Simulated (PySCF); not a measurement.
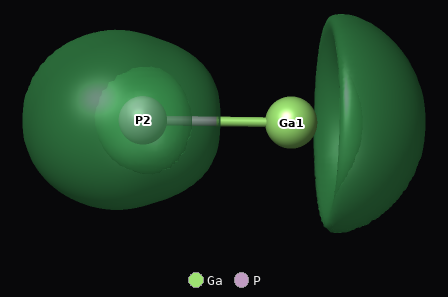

GaP (triplet). Isosurface of the ELF at 0.75 (green), seen from one side. Core shells and regions of very low density are left out.

Theory: PBE0/def2-TZVPPD, non-relativistic Hamiltonian with scalar-relativistic core potentials where named, at a bond length of 2.460 Å in PySCF.

Identify the bonds, lone pairs and shells in this picture.

Answer. At this value the surface marks out one region on P in which the atom's valence shell and bonds are merged and one lobe on Ga, pointing away from the bonds (non-bonding electrons). Along the contacts the grid gives the following. Ga–P (2.46 Å): the ELF peaks at about 0.90 in the valence shell of P, 1.0 Å from its nucleus, and is about 0.80 at the midpoint.
